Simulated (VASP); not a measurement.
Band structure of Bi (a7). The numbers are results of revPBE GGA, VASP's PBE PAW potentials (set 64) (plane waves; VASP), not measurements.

Unless said otherwise, spin-orbit coupling is left out, though it shifts the bands of the heavy elements here.

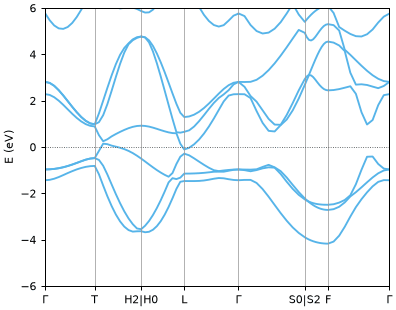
Bands along high-symmetry lines, zero at the valence-band maximum or, without a gap, the Fermi level

**Question.** Read the plot: is there a gap, and where are the band edges?

**Answer.** It has no gap at this level: it comes out as a metal or semimetal. (Edges off the drawn lines would not show.)

The compound is Bi in the a7 structure. It was relaxed first, which changed the volume by +8 %.
